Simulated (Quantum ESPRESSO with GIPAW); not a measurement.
# C2H6O2S: from the crystal structure to its NMR spectrum

Wanted: NMR shieldings for each site of C2H6O2S.

Program: Quantum ESPRESSO with GIPAW 8.0dev (patched build). Level of theory: DFT, PBEsol, plane-wave PAW (pslibrary 1.0.0 recipes), scalar-relativistic, GIPAW; a patched development version of the program. Results are calculated unless marked as measured.

### Step 1. The starting structure

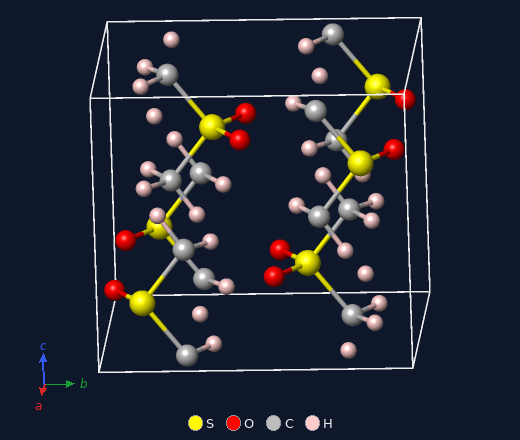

Start, viewed slightly off an axis; sulfur yellow, oxygen red, carbon light grey, hydrogen pink. This picture shows the conventional cell, with its axes. Bonds to atoms that aren't drawn are left out. Some periodic images of atoms are drawn too.

The cell is an entry of the Crystallography Open Database; it need not be the form that is stable at ambient conditions.

This structure had its atoms relaxed beforehand (DFT, PBEsol, plane-wave PAW (pslibrary 1.0.0 recipes), Quantum ESPRESSO with GIPAW), starting from the database entry, since shieldings follow bond lengths closely.

### Step 2. Self-consistent run

GIPAW is a response on top of the ground state, so the wavefunctions come first. Their errors pass straight into the induced current, hence the tight threshold. No empty states are asked for: the response is solved without them. The mesh has a spacing of 0.44 Å⁻¹ at most. The PAW files were made with ld1.x from the pslibrary 1.0.0 recipes, with GIPAW reconstruction switched on.

scf.in reads:

```
&control
  calculation = 'scf'
  prefix = 'x'
  outdir = './tmp/'
  pseudo_dir = './'
/
&system
  ibrav = 0
  nat = 22
  ntyp = 4
  ecutwfc = 55
  ecutrho = 330
  nbnd = 32
/
&electrons
  conv_thr = 1.0d-10
  mixing_beta = 0.7
  electron_maxstep = 100
/
ATOMIC_SPECIES
  S 32.060 S.pbesol-n-kjpaw_psl.1.0.0-gipaw.UPF
  O 15.999 O.pbesol-n-kjpaw_psl.1.0.0-gipaw.UPF
  C 12.011 C.pbesol-n-kjpaw_psl.1.0.0-gipaw.UPF
  H 1.008 H.pbesol-kjpaw_psl.1.0.0-gipaw.UPF
CELL_PARAMETERS angstrom
  3.56449500 -3.96597000 0.00000000
  3.56449500 3.96597000 0.00000000
  0.00000000 0.00000000 7.17658000
ATOMIC_POSITIONS crystal
  S 0.14550976 0.85449024 0.75000000
  S 0.85449024 0.14550976 0.25000000
  O 0.77732887 0.87294343 0.25000000
  O 0.22267113 0.12705657 0.75000000
  O 0.87294343 0.77732887 0.75000000
  O 0.12705657 0.22267113 0.25000000
  C 0.71741862 0.28258138 0.05708191
  C 0.28258138 0.71741862 0.55708191
  C 0.28258138 0.71741862 0.94291809
  C 0.71741862 0.28258138 0.44291809
  H 0.48813892 0.76613886 0.93638456
  H 0.51186108 0.23386114 0.43638456
  H 0.76613886 0.48813892 0.06361544
  H 0.23386114 0.51186108 0.56361544
  H 0.51186108 0.23386114 0.06361544
  H 0.48813892 0.76613886 0.56361544
  H 0.23386114 0.51186108 0.93638456
  H 0.76613886 0.48813892 0.43638456
  H 0.79729577 0.20270423 0.93167308
  H 0.20270423 0.79729577 0.43167308
  H 0.20270423 0.79729577 0.06832692
  H 0.79729577 0.20270423 0.56832692
K_POINTS automatic
  3 3 2 0 0 0
```

The run is started by

```console
$ mpirun -np 4 pw.x -nk 4 -in scf.in > scf.out
```

Output:

```text
using ibrav=0 with symmetry is DISCOURAGED, use correct ibrav instead

     bravais-lattice index     =            0
     lattice parameter (alat)  =      10.0768  a.u.
     unit-cell volume          =    1369.2778 (a.u.)^3
     number of atoms/cell      =           22
     number of atomic types    =            4
     number of electrons       =        64.00
     number of Kohn-Sham states=           32
     kinetic-energy cutoff     =      55.0000  Ry
     charge density cutoff     =     330.0000  Ry
     scf convergence threshold =      1.0E-10
     mixing beta               =       0.7000
     number of iterations used =            8  plain     mixing
     Exchange-correlation= SLA-PW-PSX-PSC
                           (   1   4  10   8   0   0   0)
[...]
S                 6.00    32.06000     S ( 1.00)
     O                 6.00    15.99900     O ( 1.00)
     C                 4.00    12.01100     C ( 1.00)
     H                 1.00     1.00800     H ( 1.00)

      8 Sym. Ops., with inversion, found ( 4 have fractional translation)
[...]
number of k points=     8
[...]
Dense  grid:   138627 G-vectors     FFT dimensions: (  60,  60,  80)

     Smooth grid:    75437 G-vectors     FFT dimensions: (  48,  48,  72)

     Check: negative core charge=   -0.000006

     Initial potential from superposition of free atoms

     starting charge      63.9996, renormalised to      64.0000
     Starting wfcs are   52 randomized atomic wfcs

     Self-consistent Calculation

     iteration #  1     ecut=    55.00 Ry     beta= 0.70
     Davidson diagonalization with overlap
     ethr =  1.00E-02,  avg # of iterations =  2.5

     total energy              =    -378.77052716 Ry
     estimated scf accuracy    <       3.83034944 Ry

     iteration #  2     ecut=    55.00 Ry     beta= 0.70
     Davidson diagonalization with overlap
     ethr =  5.98E-03,  avg # of iterations =  6.0

     total energy              =    -380.55880140 Ry
     estimated scf accuracy    <       3.44451430 Ry

     iteration #  3     ecut=    55.00 Ry     beta= 0.70
     Davidson diagonalization with overlap
     ethr =  5.38E-03,  avg # of iterations =  2.0

     total energy              =    -380.38030006 Ry
     estimated scf accuracy    <       0.65466277 Ry

[...]
total energy              =    -381.05759454 Ry
[...]
iteration # 37     ecut=    55.00 Ry     beta= 0.70
     Davidson diagonalization with overlap
     ethr =  1.95E-13,  avg # of iterations =  1.6

     total energy              =    -381.05759454 Ry
     estimated scf accuracy    <          2.1E-10 Ry

     iteration # 38     ecut=    55.00 Ry     beta= 0.70
     Davidson diagonalization with overlap
     ethr =  1.95E-13,  avg # of iterations =  2.2

     End of self-consistent calculation
     [one-electron energies left out]

!    total energy              =    -381.05759454 Ry
     total all-electron energy =     -2511.901480 Ry
     estimated scf accuracy    <          5.6E-11 Ry

     The total energy is the sum of the following terms:
     one-electron contribution =    -135.04848812 Ry
     hartree contribution      =      93.31286796 Ry
     xc contribution           =     -66.63256635 Ry
     ewald contribution        =    -122.74736480 Ry
     one-center paw contrib.   =    -149.94204323 Ry

     convergence has been achieved in  38 iterations
[...]
JOB DONE.
```

Elapsed: 82 s, on 4 MPI ranks of Arm Neoverse V2, shared host; peak memory 1.1 GiB; 5.5 min of CPU time.

It converged in 38 cycles to an estimated accuracy of 6e-11 Ry, on 8 irreducible k-points.

[end of part 1 of 2]

[Banner, clock, file and message-heading lines were taken out of the pw.x and gipaw.x logs.]

[Logs are printed without paths, hosts, clocks, repeated set-up lines and the standing remarks that a program may print on its own settings, such as how far it seeks lower states.]

[Hosts, paths, dates, database ids (printed as entryN), source tags and the programs' standing remarks are cut or masked in the printed files.]

[Where no reference line passes its bar on scatter, no shift is given, so a measured shift of this compound may stand uncompared.]
